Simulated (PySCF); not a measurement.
# C2H3BBr2Cl2: electronic excitations

Aim: predict the electronic excitations of C2H3BBr2Cl2 (`ClB(Cl)CC(Br)Br`).

Programs: PySCF 2.14.0, with density-fitted response routines of our own. Each step states its level of theory. These are calculated values for one molecule in the gas phase, unless marked as measured. Atoms count from 0, in the outputs and in this text.

## 1. Starting geometry

10 atoms, charge 0, multiplicity 1; geometry from: GFN2-xTB.

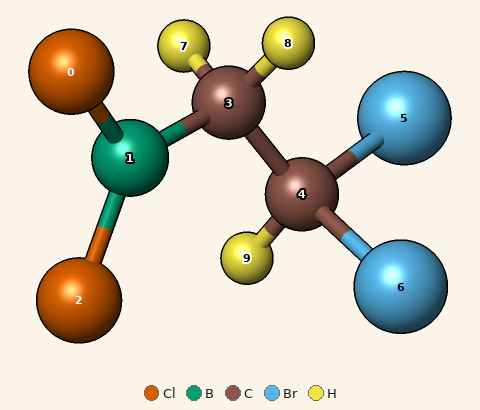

As it starts; chlorine orange, boron teal, carbon brown, bromine blue, hydrogen yellow, atoms numbered.

## 2. Excited states and response: CAM-B3LYP/def2-SVPD

Job settings and geometry (Å):

```
{"job": {"kind": "uv", "xc": "CAM-B3LYP", "basis": "def2-SVPD", "nstates": 8, "ntriplets": 3}, "charge": 0, "multiplicity": 1}
Cl     2.613762     0.860353     1.259162
B      1.472931     0.327716     0.100961
Cl     1.899927     0.307879    -1.560213
C      0.038235    -0.197344     0.587840
C     -1.024282    -0.216541    -0.494138
Br    -2.657258    -1.085658     0.141199
Br    -1.456694     1.596961    -1.079573
H      0.151457    -1.219863     0.969211
H     -0.320519     0.391951     1.437173
H     -0.708676    -0.760800    -1.384149
```

With the program's defaults for keys left out, this is: TDDFT CAM-B3LYP/def2-SVPD, vertical, gas phase, core orbitals frozen in the response.

The run is started by

```sh
$ OMP_NUM_THREADS=1 python probes_run.py task.json out
```

This one command runs all jobs of the session in turn.

Predict these results of the whole session: lowest singlet (CAM-B3LYP/def2-SVPD); lowest triplet; surface potential, least and greatest.

**Answer**, as computed:

```
                             quantity                        value
 lowest singlet (CAM-B3LYP/def2-SVPD)  5.47 eV (227 nm), f = 0.015
                       lowest triplet                      4.83 eV
surface potential, least and greatest           -0.49 V and 1.44 V
```

**Reading.** The lowest singlet, at 5.47 eV, is HOMO→LUMO+1 0.52, HOMO→LUMO 0.37 and is weak. The lowest triplet lies 0.64 eV below the lowest singlet (triplets in Tamm-Dancoff, singlets in full TDDFT). By nearest atom (CAM-B3LYP/def2-SVPD), the HOMO sits on Br5, Br6 about 47 % each and the LUMO on B1 48 %; Cl0, Cl2 about 12 % each.
